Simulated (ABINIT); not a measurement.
Band structure of BeBiO3 (Pm-3m, 5 atoms in the cell).

```
BeBiO3
1.0
    3.67380     0.00000     0.00000
    0.00000     3.67380     0.00000
    0.00000     0.00000     3.67380
Be Bi O
1 1 3
Direct
  0.50000   0.50000   0.50000
  0.00000   0.00000   0.00000
  0.50000   0.50000   0.00000
  0.00000   0.50000   0.50000
  0.50000   0.00000   0.50000
```

Level of theory: PBEsol, norm-conserving pseudopotentials (PseudoDojo nc-sr-04 PBEsol standard) (plane waves; ABINIT).

Settings: pseudos = [Be.upf, Bi.upf, O.upf]; ecut = 44 Ha; ixc = -116133; occopt = 7; tsmear = 0.00183747 Ha; ngkpt = 6 6 6; nshiftk = 1; shiftk = 0 0 0; potentials = PseudoDojo nc-sr-04 PBEsol standard; kptopt = 1; nstep = 60; tolvrs1 = 1e-10; ndtset = 2.

The starting cell comes from a database of computed structures (which also holds hypothetical and non-ambient phases and stackings), without a prior relaxation at this level. Spin-orbit coupling is off.

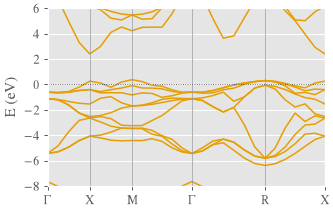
*Bands along the path, energies from the Fermi level.*

Levels in eV from the Fermi level, bands 16 to 23:
```
point     16     17     18     19    20    21    22     23
-----  -----  -----  -----  -----  ----  ----  ----  -----
Γ      -1.12  -0.61  -0.61  -0.61  7.83  7.83  7.83   9.69
X      -1.54  -0.41  -0.41   0.26  2.40  6.17  6.17  12.40
M      -1.70  -0.82  -0.10   0.38  4.23  5.47  5.47  11.70
R      -0.06   0.30   0.30   0.30  7.25  7.25  7.25  10.25
```

Bands cross the Fermi level along this path, so the cell is metallic at this level.
